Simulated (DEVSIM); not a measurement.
Structure: Schottky contact on n-type GaP, at 350 K.

```tsv
layer (left to right)	material	thickness (μm)	Nd (cm⁻³)	τn (s)	τp (s)
1	GaP	0.610	1.1e17	1.2e-7	1.2e-7
2	GaP	19.0	6e17	1.2e-7	1.2e-7
```

Left contact: Schottky, work function 4.7 eV, emission velocity 7.7e6 cm/s. Right contact: ohmic. Voltage is applied to the left contact. Recombination: SRH at mid-gap, radiative. Mobility is μmin + (μ − μmin)/(1 + (N/Nref)^α).

Constants are typed, rounded textbook-type inputs, not results; the design itself was drawn at random and stands for no fabricated device. Values at 300 K; Nc and Nv go as T^1.5, mobilities as T to minus their exponent, the gap by Varshni's rule with the affinity fixed.

| parameter | GaP |
|---|---|
| gap (eV) | 2.26 |
| affinity (eV) | 3.8 |
| permittivity | 11.1 |
| Nc (cm⁻³) | 1.8e19 |
| Nv (cm⁻³) | 1.9e19 |
| μn (cm²/Vs) | 250 |
| μp (cm²/Vs) | 150 |
| μn,min | 10 |
| μp,min | 10 |
| Nref,n | 4.4e18 |
| Nref,p | 1e18 |
| αn | 0.8 |
| αp | 0.85 |
| T exponent of μn | 1.6 |
| T exponent of μp | 1.98 |
| B (cm³/s) | 1e-13 |
| Varshni α (eV/K) | 0.00058 |
| Varshni β (K) | 372 |

Model (solved in DEVSIM): 1D drift-diffusion, Boltzmann statistics, complete ionisation; no tunnelling, impact ionisation, image-force lowering or self-heating. Metal contacts follow the ideal Schottky-Mott rule: no Fermi-level pinning, no interface dipoles.

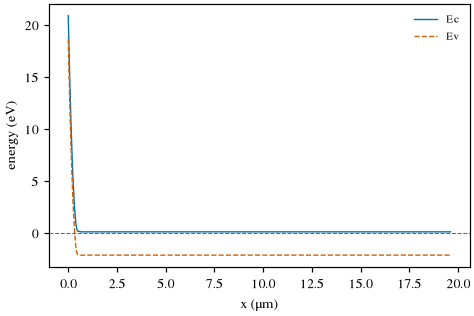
Figure. Band edges at -20.0 V on the left contact

Energies count from the Fermi level of the right contact; mesh points crowd at the junctions.

```csv
x (μm),Ec (eV),Ev (eV),n (cm⁻³),p (cm⁻³),field (V/cm)
0.000,20.900,18.661,110000,< 1e2,-860000
0.02720,18.622,16.383,120000,< 1e2,-810000
0.07870,14.673,12.433,140000,< 1e2,-720000
0.1878,7.878,5.638,190000,< 1e2,-530000
0.4329,0.395,-1.844,4.7e13,< 1e2,-86000
0.5365,0.161,-2.078,1.1e17,< 1e2,-290
0.5855,0.156,-2.083,1.3e17,< 1e2,-3400
0.6179,0.114,-2.125,5.2e17,< 1e2,-8100
0.6553,0.110,-2.130,6.0e17,< 1e2,-11
0.7363,0.110,-2.130,6.0e17,< 1e2,≈ 0
0.8988,0.110,-2.130,6.0e17,< 1e2,≈ 0
1.452,0.110,-2.130,6.0e17,< 1e2,≈ 0
2.463,0.110,-2.130,6.0e17,< 1e2,≈ 0
4.654,0.110,-2.130,6.0e17,< 1e2,≈ 0
11.54,0.110,-2.130,6.0e17,< 1e2,≈ 0
15.74,0.110,-2.130,6.0e17,< 1e2,≈ 0
17.84,0.110,-2.130,6.0e17,< 1e2,≈ 0
18.81,0.110,-2.130,6.0e17,< 1e2,≈ 0
19.34,0.110,-2.130,6.0e17,< 1e2,≈ 0
19.49,0.110,-2.130,6.0e17,< 1e2,≈ 0
19.57,0.110,-2.130,6.0e17,< 1e2,≈ 0
19.61,0.110,-2.130,6.0e17,< 1e2,≈ 0
```
